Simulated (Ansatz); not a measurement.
**Geometry relaxation of CH$_{7}$FSn**

CH$_{7}$FSn, computed with RKS PBE0-D4/def2-SVP (Ansatz 0.2.0).

The input holds or restrains some coordinates. Forces given for the steps count only the free coordinates. Figures and captions count atoms from 1; the log counts them from 0 in places.

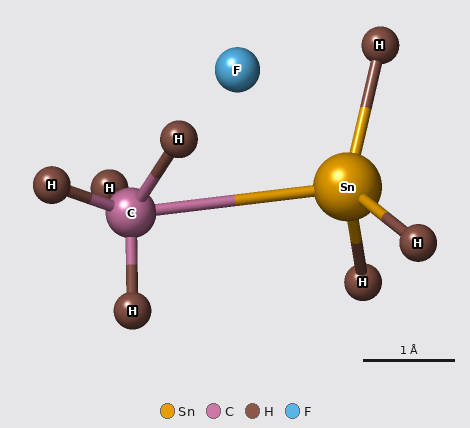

Figure 1. The structure as given in the input (ball-and-stick view, seen at a tilt). Sticks mark near contacts. Bond lengths as drawn: C–H 1.09 to 1.32 Å, C–Sn 2.43 Å and H–Sn 1.67 to 1.72 Å.

Key numbers:

| quantity | value |
| --- | --- |
| outcome | converged under the restraints of the input |
| total energy | −9690.3277 eV |
| mean-field energy | −9690.1973 eV |
| dispersion energy | −0.1304 eV |
| SCF solution under orbital rotations | stable |
| largest force (length of the vector) at the end, held atoms and coordinates included | 2.194 eV/Å |
| dipole moment | 3.52 D |
| hardware | 4 threads of Intel Xeon @ 2.50GHz, 180 GiB of memory available, shared host |
| wall time | 11 s (CPU time 35 s) |
| peak memory | 0.2 GiB |

Input file:
```yaml
crystal:
  periodic: [false, false, false]
  atoms:
    - {symbol: Sn, position_ang: [-0.804800, 0.960900, -0.275200]}
    - {symbol: C, position_ang: [0.478900, -1.092900, -0.084600]}
    - {symbol: H, position_ang: [-1.847600, 0.378500, -1.507500]}
    - {symbol: H, position_ang: [-1.663900, 1.246100, 1.132100]}
    - {symbol: H, position_ang: [0.150500, 2.204200, -0.859200]}
    - {symbol: H, position_ang: [0.859900, -0.127000, 0.723600]}
    - {symbol: F, position_ang: [1.129500, 0.899900, 1.455700]}
    - {symbol: H, position_ang: [-0.371700, -1.747900, 0.097700]}
    - {symbol: H, position_ang: [0.758000, -1.157000, -1.135100]}
    - {symbol: H, position_ang: [1.311100, -1.564700, 0.452500]}
basis:
  gaussian: {orbitals: def2-SVP}
hamiltonian: {xc: pbe0, dispersion: d4}
relax: {f_tol: 0.04, max_steps: 150, escape_saddle: false, constraints: [{distance: [0, 6]}, {distance: [1, 5]}, {distance: [0, 1]}, {distance: [5, 6]}]}
```

Command:
```bash
ansatz run in.yaml --threads 4 --pin off --events-out ev --progress --plain --max-ram 9574MiB
```

The program's output:
```
Functional definition: PBE0
  name "PBE0"
  cite "Adamo & Barone, J. Chem. Phys. 110, 6158 (1999) doi:10.1063/1.478522"
  cite "Perdew, Burke & Ernzerhof, Phys. Rev. Lett. 77, 3865 (1996) doi:10.1103/PhysRevLett.77.3865"
  parent pbe
  parameter a = 0.25
  parameter kappa = 0.804
  parameter beta = 0.06672455060314922
  exchange = (1 - a)*pbe_x(kappa = kappa, mu = beta*pi^2/3) + a*exact_x
  correlation = pbe_c(beta = beta)
1055 factors; integrals over basis functions are off by at most 3.3e-4 eV
mean field evaluation 1: about -9685.0881 eV, gradient 4.9e1 eV
mean field evaluation 2: about -9678.0058 eV, gradient 7.7e1 eV
mean field evaluation 4: about -9690.0741 eV, gradient 4.0e0 eV
mean field evaluation 8: about -9690.1325 eV, gradient 2.0e-2 eV
mean field -9690.13245240 eV, -356.1057994182 hartree, gradient 2.0e-5 eV, S^2 0.000000; 0 other end points of the search recorded, 0 dependent functions left out
the calculation of the forces begins
reference -9690.13248247 eV, -356.1058005230 hartree; 22, 22 occupied and 67, 67 virtual orbitals, 1055 factors
relax step   1: F+E_penalty+E_count = -9690.26287836 eV  Δ(F+E_penalty+E_count) = +0.000e0 eV  max|allowed force component| = 3.870e-1 eV/Å  Δτ_max = 0.0000 Å  (25 SCF iters, accepted)
  distance Sn 0 - F 6 held at 2.596392 Å   reaction = +8.4709e-1 eV/Å
  distance C 1 - H 5 held at 1.315793 Å   reaction = -6.8503e-1 eV/Å
  distance Sn 0 - C 1 held at 2.429467 Å   reaction = +6.7851e-1 eV/Å
  distance H 5 - F 6 held at 1.289643 Å   reaction = +1.6753e0 eV/Å
these checks for a lower state are left out or cut short: starts, cluster_reference, orbital_swaps, neighbouring_geometries, increment
1055 factors; integrals over basis functions are off by at most 3.5e-4 eV
mean field evaluation 16: about -9690.0929 eV, gradient 4.8e0 eV
mean field -9690.17412730 eV, -356.1073309424 hartree, gradient 2.3e-5 eV, S^2 0.000000; 0 other end points of the search recorded, 0 dependent functions left out
the calculation of the forces begins
reference -9690.17415783 eV, -356.1073320643 hartree; 22, 22 occupied and 67, 67 virtual orbitals, 1055 factors
relax step   2: F+E_penalty+E_count = -9690.30458071 eV  Δ(F+E_penalty+E_count) = -4.170e-2 eV  max|allowed force component| = 2.738e-1 eV/Å  Δτ_max = 0.1948 Å  (28 SCF iters, accepted)
  distance Sn 0 - F 6 held at 2.596392 Å   reaction = +7.9375e-1 eV/Å
  distance C 1 - H 5 held at 1.315793 Å   reaction = -5.4160e-1 eV/Å
  distance Sn 0 - C 1 held at 2.429467 Å   reaction = +3.8490e-1 eV/Å
  distance H 5 - F 6 held at 1.289643 Å   reaction = +1.6216e0 eV/Å
these checks for a lower state are left out or cut short: starts, cluster_reference, orbital_swaps, neighbouring_geometries, increment
1055 factors; integrals over basis functions are off by at most 3.4e-4 eV
mean field -9690.19727424 eV, -356.1081815767 hartree, gradient 2.4e-5 eV, S^2 0.000000; 0 other end points of the search recorded, 0 dependent functions left out
the calculation of the forces begins
reference -9690.19730447 eV, -356.1081826876 hartree; 22, 22 occupied and 67, 67 virtual orbitals, 1055 factors
relax step   3: F+E_penalty+E_count = -9690.32769352 eV  Δ(F+E_penalty+E_count) = -2.311e-2 eV  max|allowed force component| = 3.823e-2 eV/Å  Δτ_max = 0.0643 Å  (29 SCF iters, accepted)
  distance Sn 0 - F 6 held at 2.596392 Å   reaction = +8.6122e-1 eV/Å
  distance C 1 - H 5 held at 1.315793 Å   reaction = -5.9851e-1 eV/Å
  distance Sn 0 - C 1 held at 2.429467 Å   reaction = +4.3543e-1 eV/Å
  distance H 5 - F 6 held at 1.289643 Å   reaction = +1.5864e0 eV/Å
1055 factors; integrals over basis functions are off by at most 3.4e-4 eV
mean field evaluation 32: about -9685.2656 eV, gradient 4.8e1 eV
```

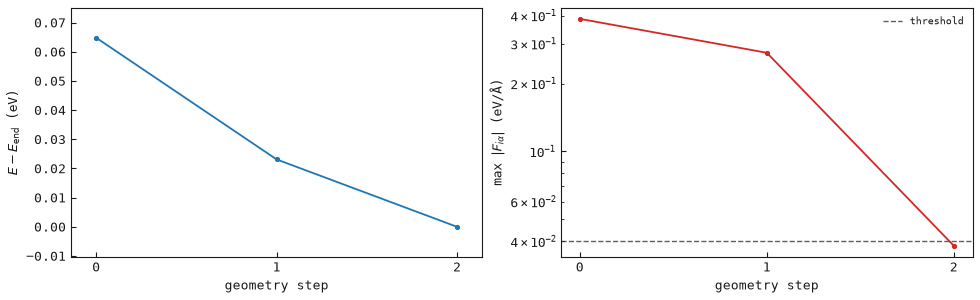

Figure 2. Progress of the restrained relaxation, step by step (the first geometry is step 0 here and step 1 in the log).

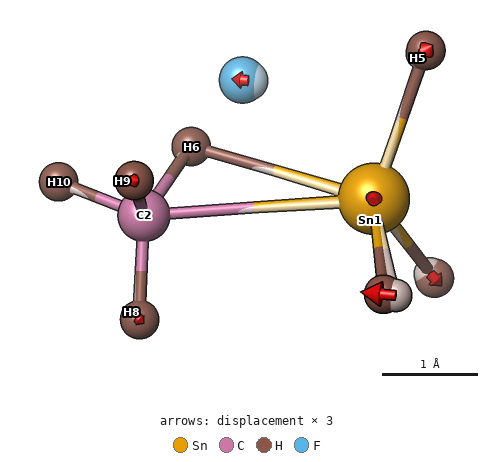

Figure 3. Start (faint) and end (solid) with the displacements as red arrows, magnified 3 times (ball-and-stick view, seen at a tilt). The two geometries are laid on each other by the best rigid fit. The largest move after the best rigid fit is that of H3, 0.13 Å. Largest moves by element: H 0.13 Å, F 0.06 Å, Sn 0.06 Å, C 0.02 Å. Among the contacts that change: Sn1–H6 2.225 → 2.180 Å, Sn1–H4 1.673 → 1.699 Å, Sn1–H3 1.716 → 1.731 Å, C2–H8 1.089 → 1.099 Å. Among the angles that change: C2–Sn1–H3 95.2° → 88.9°, H3–Sn1–H6 127.7° → 121.5°, Sn1–C2–H10 143.4° → 139.8°. After 2 geometry steps the energy has fallen by 0.065 eV. The largest force component goes from 0.39 to 0.038 eV/Å. (Atoms are counted from 1 in the order of the input.)

```
mean field -9690.19727424 eV, -356.1081815767 hartree, gradient 2.4e-5 eV, S^2 0.000000; 1 other end points of the search recorded, 0 dependent functions left out
the calculation of the forces begins
reference -9690.19730447 eV, -356.1081826876 hartree; 22, 22 occupied and 67, 67 virtual orbitals, 1055 factors
Total energy: -9690.32772375 eV, -356.1129755077 hartree
Atom 0 at    -0.778141     0.991346    -0.236105 Å, force     0.875704    -0.456799     0.583589 eV/Å
Atom 1 at     0.461535    -1.093663    -0.101006 Å, force    -0.376277    -0.098199    -0.399101 eV/Å
Atom 2 at    -1.762130     0.286191    -1.472855 Å, force     0.037401     0.000901     0.034534 eV/Å
Atom 3 at    -1.724855     1.258575     1.149250 Å, force     0.010713     0.010752    -0.019458 eV/Å
Atom 4 at     0.150227     2.246496    -0.906614 Å, force    -0.018372    -0.006662     0.013660 eV/Å
Atom 5 at     0.840085    -0.125791     0.705985 Å, force     0.543809     1.653848     1.284084 eV/Å
Atom 6 at     1.170919     0.856061     1.473900 Å, force    -1.047296    -1.188177    -1.517678 eV/Å
Atom 7 at    -0.405717    -1.740368     0.091718 Å, force    -0.010559     0.025551     0.013257 eV/Å
Atom 8 at     0.741779    -1.138983    -1.162672 Å, force    -0.000407     0.025555     0.006772 eV/Å
Atom 9 at     1.306197    -1.539763     0.458398 Å, force    -0.014717     0.033229     0.000341 eV/Å
Dipole moment:    -0.433543    -0.271855    -0.524378 e Å
```

Trajectory as extended XYZ (Å, eV, eV/Å), 3 frames, from step=1 to step=3:
```
10
Properties=species:S:1:pos:R:3:forces:R:3 step=1 energy=-9690.26288
Sn   -0.8048    0.9609   -0.2752    1.0934  -0.4761   0.7750
C     0.4789   -1.0929   -0.0846   -0.6182   0.0648  -0.5340
H    -1.8476    0.3785   -1.5075    0.0284  -0.2230  -0.0796
H    -1.6639    1.2461    1.1321   -0.2982   0.0027   0.2739
H     0.1505    2.2042   -0.8592    0.1870   0.2566  -0.2541
H     0.8599   -0.1270    0.7236    0.3815   1.9177   1.2579
F     1.1295    0.8999    1.4557   -0.8177  -1.4589  -1.4347
H    -0.3717   -1.7479    0.0977   -0.3417  -0.1840   0.1116
H     0.7580   -1.1570   -1.1351    0.1146   0.0493  -0.3870
H     1.3111   -1.5647    0.4525    0.2708   0.0509   0.2708
10
Properties=species:S:1:pos:R:3:forces:R:3 step=2 energy=-9690.30458
Sn   -0.7726    1.0205   -0.2157    0.7649  -0.6618   0.3705
C     0.4415   -1.0814   -0.1147   -0.1907  -0.2156  -0.2702
H    -1.7211    0.2394   -1.4567    0.0457   0.2206   0.1482
H    -1.7500    1.2540    1.1710    0.1564   0.0487  -0.1762
H     0.1664    2.2626   -0.9287   -0.1491  -0.1107   0.1548
H     0.8298   -0.1216    0.6973    0.6010   1.5999   1.3017
F     1.1865    0.8404    1.4786   -1.1396  -1.0977  -1.5526
H    -0.4072   -1.7505    0.0807   -0.0896   0.1124   0.0323
H     0.7404   -1.1539   -1.1690   -0.0384   0.1454  -0.0260
H     1.2863   -1.5094    0.4573    0.0395  -0.0411   0.0176
10
Properties=species:S:1:pos:R:3:forces:R:3 step=3 energy=-9690.32769
Sn   -0.7781    0.9913   -0.2361    0.8757  -0.4568   0.5836
C     0.4615   -1.0937   -0.1010   -0.3763  -0.0982  -0.3991
H    -1.7621    0.2862   -1.4729    0.0374   0.0009   0.0345
H    -1.7249    1.2586    1.1493    0.0107   0.0108  -0.0195
H     0.1502    2.2465   -0.9066   -0.0184  -0.0067   0.0137
H     0.8401   -0.1258    0.7060    0.5438   1.6538   1.2841
F     1.1709    0.8561    1.4739   -1.0473  -1.1882  -1.5177
H    -0.4057   -1.7404    0.0917   -0.0106   0.0256   0.0133
H     0.7418   -1.1390   -1.1627   -0.0004   0.0256   0.0068
H     1.3062   -1.5398    0.4584   -0.0147   0.0332   0.0003
```

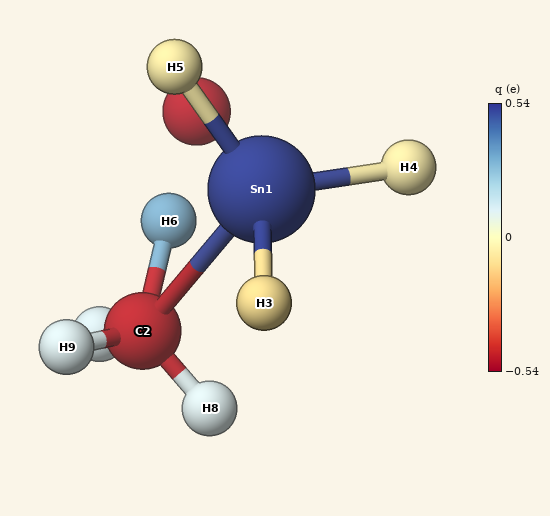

Figure 4. Mulliken charges, as the colour of each atom (ball-and-stick view, seen at an oblique angle; atoms are numbered from 1 in the order of the input). By element: Sn +0.51, C −0.48, H −0.09 to +0.31 and F −0.49 e.
